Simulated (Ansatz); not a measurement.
Te2Pt (1T monolayer), computed twice by G0W0.

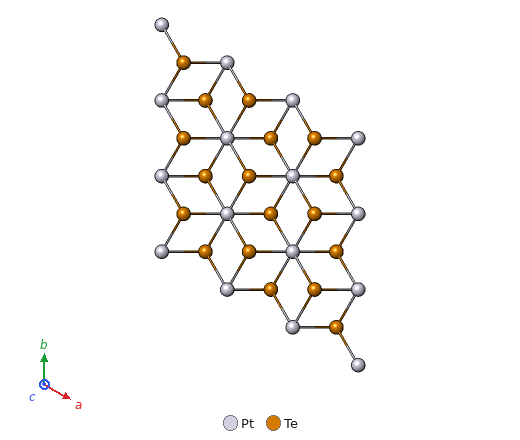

The structure (platinum light grey, tellurium orange). 3×3×1 cells are drawn. Some periodic images of atoms are drawn too.

The cell holds 3 atoms: 1 Pt and 2 Te. Cell: a = 3.930 Å, b = 3.930 Å, c = 28.800 Å, α = 90.0°, β = 90.0°, γ = 120.0°. Vacuum lies along c.

```xyz
3
Lattice="3.9298 0.0000 0.0000 -1.9649 3.4033 0.0000 0.0000 0.0000 28.8000" Properties=species:S:1:pos:R:3
Pt    0.0000    0.0000   14.4000
Te    0.0000    2.2689   15.7929
Te    1.9649    1.1344   13.0071
```

The structure was relaxed with PBEsol-D3(BJ). The runs that relaxed it are not among those shown. Spin-orbit coupling is left out unless a run names it.

The first (Ansatz 0.2.0; start PBEsol, 6×6×1 mesh, 458 empty bands, screening to 65 eV, PAW set soft_1 files; 4 threads of Arm Neoverse V1, shared host) gave, on its mesh: starting gap 0.91 eV, G0W0 gap 1.45 eV, mean of 1 + 4πα/V (set by the cell height) 4.87, 2.7 min.

The second gave: starting gap 0.91 eV, G0W0 gap 1.33 eV, mean of 1 + 4πα/V (set by the cell height) 4.95, 41 s.

Question: What was changed in the input? Choose among start, files, mesh, bands and cutoff, frequency model or another key.

Changed: empty bands from 458 to 188 and screening cutoff (eV) from 65.0 to 36. The starting gap stayed, which rules out the functional and points to the GW step. Other changes could give like numbers; this is the one that was made.

Limits: not at the basis limit; coarse mesh for a sheet; no spin polarisation; d states lean on the start; no spin-orbit coupling.

[Paths, hosts, dates, memory and timing lines, banners, echoed tables and standing remarks are left out of the program output.]

[Logs are printed without paths, hosts, clocks, repeated set-up lines and the standing remarks that a program may print on its own settings, such as how far it seeks lower states.]

[Runs of the session that timed out or met a known fault of the program may be left out.]

[Cells called generated may have been cut or substituted from an entry of the Crystallography Open Database or the Materials Project.]

[Hosts, paths, dates, database ids (printed as entryN), source tags and the programs' standing remarks are cut or masked in the printed files.]
